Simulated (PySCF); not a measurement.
## Electronic structure of C2H10OPSi2 (SMILES CCO[SiH2][SiH2][PH]) (doublet) in real space

```xyz
16

C    -2.6576   -0.4596   -0.2430
C    -1.8223    0.8101   -0.2406
O    -0.5143    0.5910    0.2061
Si    0.6716   -0.3023   -0.4319
Si    2.3580    0.2430    1.0501
P     4.1095   -1.0277    0.6049
H    -2.6413   -0.9150    0.7438
H    -3.6846   -0.2268   -0.5104
H    -2.2551   -1.1696   -0.9610
H    -2.2607    1.5496    0.4377
H    -1.7916    1.2380   -1.2495
H     0.3255   -1.7311   -0.4954
H     0.9074    0.0758   -1.8369
H     2.7418    1.6636    0.9829
H     2.0369   -0.0151    2.4600
H     4.4691   -0.3148   -0.5283
```

Geometry: GFN2-xTB.

The calculation used UKS B3LYP, pcH-1 on C H O P Si, non-relativistic, mean-field spin-orbit, GIAO in PySCF 2.14.0, density-fitted response routines.

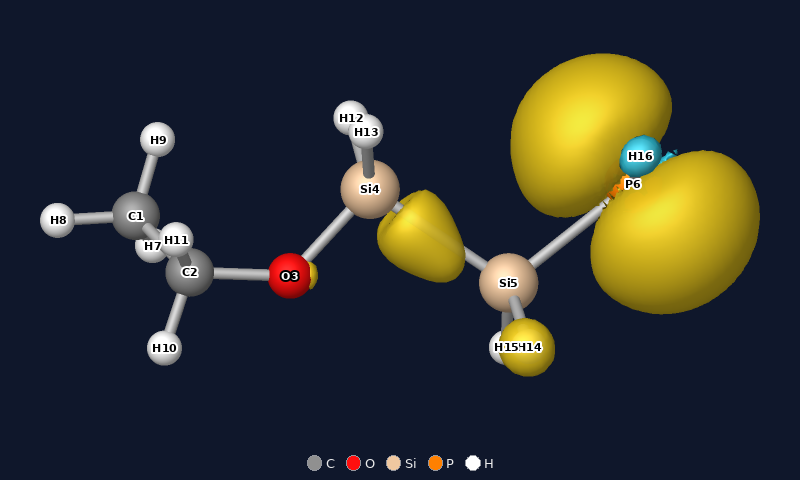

Figure 1. Isosurfaces of the spin density at +0.015 (yellow) and −0.015 e/Å³ (cyan), seen across its widest extent.

Describe the spin distribution.

Answer. The unpaired spin (1 electron) lies mostly on P6 (about 0.8), in electrons by Hirshfeld's partition.

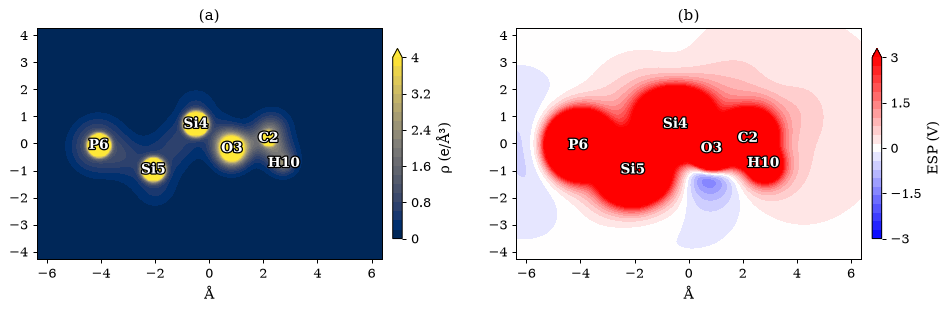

Figure 2. (a) electron density; (b) electrostatic potential on the plane of atoms C2, O3 and Si4.

What do the fields say about this system?

Answer. Atoms in the plane: C, O, Si, P and H.
C–O (1.40 Å): ρ at the midpoint is about 2 e/Å³, with its minimum of 1.7 e/Å³ about 0.5 Å from C.
Si–O (1.62 Å): ρ is about 1.2 e/Å³ halfway.
Si–P (2.21 Å): ρ at the midpoint is about 0.78 e/Å³.
Si–Si (2.31 Å): ρ is about 0.68 e/Å³ halfway.
C–H (1.10 Å): ρ is about 2 e/Å³ halfway.
Outside the dense part of the molecule the potential is most negative (−1.5 V) near O3.

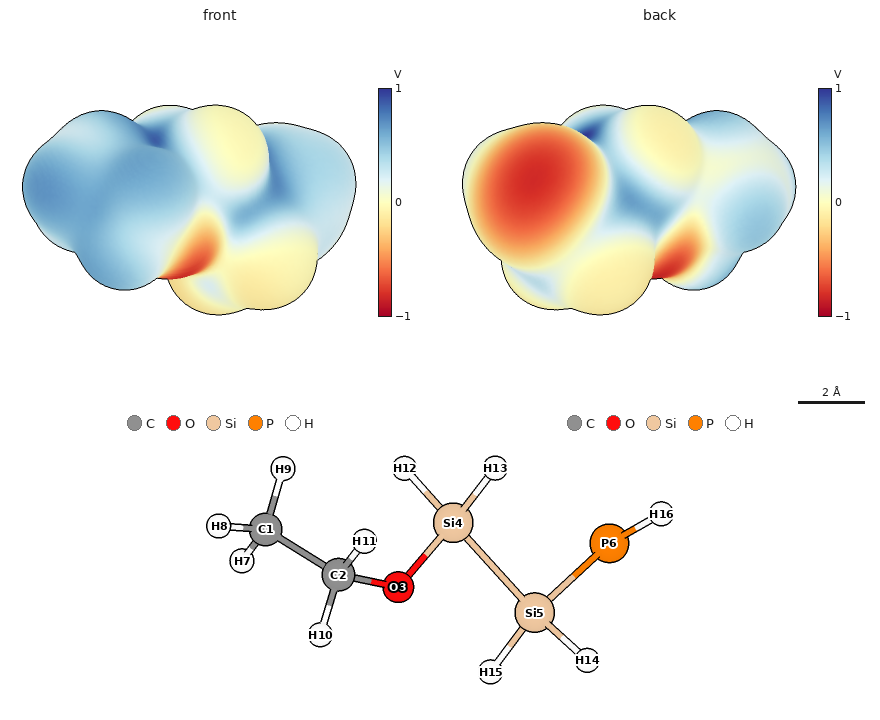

Figure 3. The molecular electrostatic potential painted on the density surface at 0.001 e/bohr³, seen from the front and from behind; red is negative and blue positive. The bare structure is drawn below in the same view.

Which sites attract a positive test charge, and which a negative one?

Answer. A positive charge is drawn to the negative regions and a negative charge to the positive ones. The most negative region (about −0.8 V, or −18 kcal/mol for a unit charge) lies over O3 and P6, the most positive (about +0.9 V, or +21 kcal/mol for a unit charge) over Si4 and H9.
